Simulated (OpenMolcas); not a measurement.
# One shape, several levels: C2HF2 (SMILES [CH]=C(F)F)

Aim: a comparison of 6 runs (UHF/STO-3G, U-r2SCAN/aug-cc-pVDZ, UB3LYP/aug-cc-pVDZ, UM06-2X/aug-cc-pVDZ, UM06-L/aug-cc-pVDZ, UPBE/aug-cc-pVDZ) of C2HF2. 

The calculation is run with OpenMolcas 26.06.

**1. The structure to begin with**

C2HF2 has 5 atoms, charge 0, and is taken as a doublet. SMILES: `[CH]=C(F)F`. The coordinates come from a PBE0-D4/def2-TZVP relaxation.

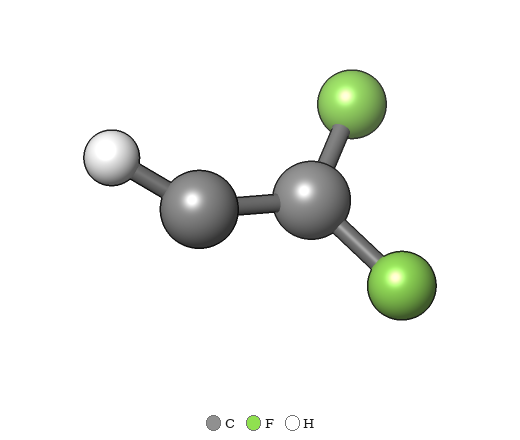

The structure, seen from a chosen angle (carbon grey, fluorine green, hydrogen white).

**2. Energy and forces at UHF/STO-3G (run 1)**

The input, mol.xyz:

```xyz
5

C     -0.028200     0.912700    -0.014900
C      0.163600    -0.366100     0.124600
F      1.043800    -0.911700     0.932500
F     -0.492600    -1.313200    -0.520300
H     -0.636600     1.604500    -0.563400
```

The input, test.input:

```
&GATEWAY
BasLib=$CurrDir
Coord=mol.xyz
Basis=STO-3G
Group=NoSym
&SEWARD
&SCF
UHF
Spin=2
Thresholds=1e-10 1e-07 1e-07 1e-05
PrOrbitals=1 1
&ALASKA
```

The basis set STO-3G is read from a file made from the Basis Set Exchange's data (not shown).

On the command line:

```sh
export MOLCAS_MEM=1860
pymolcas test.input > test.log
```

The log of the run:

```text
--- Start Module: gateway ---
[...]
--- Stop Module: gateway /rc=_RC_ALL_IS_WELL_ ---
[...]
      Basis functions           21
[...]
--- Start Module: scf ---
[...]
       Convergence after  19 Iterations
[...]
::    Total SCF energy                               -271.3458885085
[...]
      Total spin, S                                     0.6471913177
[...]
      Total electronic charge=   31.000000
      Total            charge=   -0.000000
[...]
      Dipole Moment (debye):
      Origin of the operator (angstrom)=    0.1818   -0.5411    0.1362
                   X= -3.4606E-01               Y=  9.4404E-01               Z= -2.9468E-01           Total=  1.0478E+00
      Quadrupole Moment (debye*angstrom):
[...]
--- Stop Module: scf /rc=_RC_ALL_IS_WELL_ ---
--- Start Module: alaska ---
[...]
 *              Molecular gradients               *
 **************************************************
  Irreducible representation: a
 ------------------------------------------------------------------------------------------
                              X                       Y                       Z
 ------------------------------------------------------------------------------------------
  C1               -8.05649094943683E-04   -6.84553199883560E-02   -2.91066391205309E-03
  C2                6.96102770153331E-03    1.24164218456608E-02    6.91420441767540E-03
  F3               -3.95888593015101E-02    1.76884096678496E-02   -3.65512716058802E-02
  F4                2.85977082265330E-02    3.47423698988081E-02    2.79009286222323E-02
  H5                4.83577246837541E-03    3.60811857602350E-03    4.64680247802551E-03
 ------------------------------------------------------------------------------------------
--- Stop Module: alaska /rc=_RC_ALL_IS_WELL_ ---
[...]
```

It took 2.1 s on 1 thread of Arm Neoverse V1, shared host; peak memory 0.37 GiB.

**3. A single-point energy at U-r2SCAN/aug-cc-pVDZ (run 2)**

The input, run.input:

```
* C2HF2 Kohn-Sham DFT

&GATEWAY
  BasLib=$CurrDir
  Coord
  5
  angstrom
  C       -0.028200       0.912700      -0.014900
  C        0.163600      -0.366100       0.124600
  F        1.043800      -0.911700       0.932500
  F       -0.492600      -1.313200      -0.520300
  H       -0.636600       1.604500      -0.563400
  Basis=aug-cc-pVDZ
  Group=NoSym

&SEWARD
  GridInput
  Grid=UltraFine
  End of Grid

&SCF
  UHF
  Spin=2
  KSDFT=2
  1.0 MGGA_X_R2SCAN
  1.0 MGGA_C_R2SCAN
  Thresholds=1e-10 1e-07 1e-07 1e-05
  PrOrbitals=1 2
```

The basis set aug-cc-pVDZ is read from a file made from the Basis Set Exchange's data (not shown).

On the command line:

```sh
export MOLCAS_MEM=1860
pymolcas run.input > run.log
```

The log of the run:

```text
--- Start Module: gateway ---
[...]
--- Stop Module: gateway /rc=_RC_ALL_IS_WELL_ ---
--- Start Module: seward ---
[...]
      Basis functions          101
--- Stop Module: seward /rc=_RC_ALL_IS_WELL_ ---
[...]
--- Start Module: scf ---
[...]
       Convergence after  16 Iterations
[...]
::    Total KS-DFT energy                            -276.2846420174
[...]
      Total spin, S                                     0.5065455225
[...]
      Total electronic charge=   31.000000
      Total            charge=   -0.000000
[...]
      Dipole Moment (debye):
      Origin of the operator (angstrom)=    0.1818   -0.5411    0.1362
                   X= -5.4085E-01               Y=  9.2959E-01               Z= -4.7771E-01           Total=  1.1768E+00
      Quadrupole Moment (debye*angstrom):
[...]
--- Stop Module: scf /rc=_RC_ALL_IS_WELL_ ---
[...]
```

Wall time 72 s (1 thread of Arm Neoverse V1, shared host); peak memory 0.57 GiB.

Run 3 isn't shown in full; the table further down has it.

**4. The energy at UM06-2X/aug-cc-pVDZ (run 4)**

The input, test.input:

```
&gateway
 baslib = $CurrDir
 coord
 5
 angstrom
 C       -0.028200       0.912700      -0.014900
 C        0.163600      -0.366100       0.124600
 F        1.043800      -0.911700       0.932500
 F       -0.492600      -1.313200      -0.520300
 H       -0.636600       1.604500      -0.563400
 basis = aug-cc-pVDZ
 group = NoSym

&seward
 gridinput
 Grid=UltraFine
 End of Grid

&scf
 uhf
 spin = 2
 ksdft = M062X
 thresholds = 1e-10 1e-07 1e-07 1e-05
 prorbitals = 0
```

The basis set aug-cc-pVDZ is read from a file made from the Basis Set Exchange's data (not shown).

On the command line:

```sh
export MOLCAS_MEM=1860
pymolcas test.input > test.log
```

The log of the run:

```text
--- Start Module: gateway ---
[...]
--- Stop Module: gateway /rc=_RC_ALL_IS_WELL_ ---
--- Start Module: seward ---
[...]
      Basis functions          101
--- Stop Module: seward /rc=_RC_ALL_IS_WELL_ ---
[...]
--- Start Module: scf ---
[...]
       Convergence after  17 Iterations
[...]
::    Total KS-DFT energy                            -276.3125178563
[...]
      Total spin, S                                     0.5064133347
[...]
      Total electronic charge=   31.000000
      Total            charge=   -0.000000
[...]
      Dipole Moment (debye):
      Origin of the operator (angstrom)=    0.1818   -0.5411    0.1362
                   X= -5.6781E-01               Y=  1.1613E+00               Z= -4.9569E-01           Total=  1.3845E+00
      Quadrupole Moment (debye*angstrom):
[...]
--- Stop Module: scf /rc=_RC_ALL_IS_WELL_ ---
[...]
```

Run time: 80 s. Hardware: 1 thread of Arm Neoverse V1, shared host; peak memory 0.57 GiB.

Run 5 isn't shown in full; the table further down has it.

**5. Energy and forces at UPBE/aug-cc-pVDZ (run 6)**

The input, geom.xyz:

```xyz
5

C     -0.028200     0.912700    -0.014900
C      0.163600    -0.366100     0.124600
F      1.043800    -0.911700     0.932500
F     -0.492600    -1.313200    -0.520300
H     -0.636600     1.604500    -0.563400
```

The input, run.inp:

```
>>> EXPORT MOLCAS_PRINT=2
&GATEWAY
BasLib
$CurrDir
Coord
geom.xyz
Basis
aug-cc-pVDZ
Group
NoSym
&SEWARD
GridInput
Grid=UltraFine
End of Grid
&SCF
UHF
Spin
2
KSDFT
PBE
Thresholds
1e-10 1e-07 1e-07 1e-05
PrOrbitals
1
&ALASKA
```

The basis set aug-cc-pVDZ is read from a file made from the Basis Set Exchange's data (not shown).

On the command line:

```sh
export MOLCAS_MEM=1860
pymolcas run.inp > run.log
```

The log of the run:

```text
--- Start Module: gateway ---
[...]
--- Stop Module: gateway /rc=_RC_ALL_IS_WELL_ ---
[...]
      Basis functions          101
[...]
--- Start Module: scf ---
[...]
       Convergence after  16 Iterations
[...]
::    Total KS-DFT energy                            -276.1272663277
[...]
      Total spin, S                                     0.5035962905
[...]
      Total electronic charge=   31.000000
      Total            charge=   -0.000000
[...]
      Dipole Moment (debye):
      Origin of the operator (angstrom)=    0.1818   -0.5411    0.1362
                   X= -5.3357E-01               Y=  8.4649E-01               Z= -4.7350E-01           Total=  1.1070E+00
      Quadrupole Moment (debye*angstrom):
[...]
--- Stop Module: scf /rc=_RC_ALL_IS_WELL_ ---
[...]
--- Start Module: alaska ---
[...]
 *              Molecular gradients               *
 **************************************************
  Irreducible representation: a
 ------------------------------------------------------------------------------------------
                              X                       Y                       Z
 ------------------------------------------------------------------------------------------
  C1               -1.41536274770676E-03   -1.72327080827639E-02   -1.86844808074411E-03
  C2                1.31662537338928E-04   -4.30746052120057E-03   -1.58160237260785E-05
  F3               -1.76712380498874E-02    1.05741903937435E-02   -1.62300007046170E-02
  F4                1.32565542454834E-02    1.85261284995377E-02    1.30105769334428E-02
  H5                5.69838401475931E-03   -7.56015028932611E-03    5.10368787568982E-03
 ------------------------------------------------------------------------------------------
--- Stop Module: alaska /rc=_RC_ALL_IS_WELL_ ---
[...]
```

Wall time 52 s (1 thread of Arm Neoverse V1, shared host); peak memory 0.57 GiB.

**6. The series**

| run | level | task | integration grid | energy (Eh) | dipole moment (D) | HOMO energy (eV) | LUMO energy (eV) | wall time |
| --- | --- | --- | --- | --- | --- | --- | --- | --- |
| 1 | UHF/STO-3G | gradient | – | -271.345889 | 1.05 | -7.95 | 7.06 | 2.1 s |
| 2 | U-r2SCAN/aug-cc-pVDZ | energy | UltraFine | -276.284642 | 1.18 | -6.77 | -3.72 | 72 s |
| 3 | UB3LYP/aug-cc-pVDZ | gradient | UltraFine | -276.407519 | 1.29 | -7.67 | -3.66 | 54 s |
| 4 | UM06-2X/aug-cc-pVDZ | energy | UltraFine | -276.312518 | 1.38 | -9.08 | -2.43 | 80 s |
| 5 | UM06-L/aug-cc-pVDZ | energy | UltraFine | -276.373086 | 1.14 | -6.71 | -3.49 | 78 s |
| 6 | UPBE/aug-cc-pVDZ | gradient | UltraFine | -276.127266 | 1.11 | -6.53 | -4.42 | 52 s |

**7. Outcome**

| quantity | value |
| --- | --- |
| run 6: total energy | -276.12727 Eh |
| run 6: dipole moment | 1.11 D |
| run 6: HOMO energy (highest over α and β) | -6.53 eV |
| run 6: LUMO energy (lowest over α and β) | -4.42 eV |
| run 6: ⟨S²⟩ | 0.757 |
| run 6: largest force on an atom | 1.349 eV/Å |

What this shows: The dipole moment (its size) runs from 1.05 D (UHF/STO-3G) to 1.38 D (UM06-2X/aug-cc-pVDZ). The two ends differ in method and basis. Totals of different functionals can't be ranked against each other. In run 1 the basis is minimal, so the values are rough. Spin contamination of the reference: run 1 ⟨S²⟩ = 1.07. All runs together took 5.6 min, the longest 80 s.
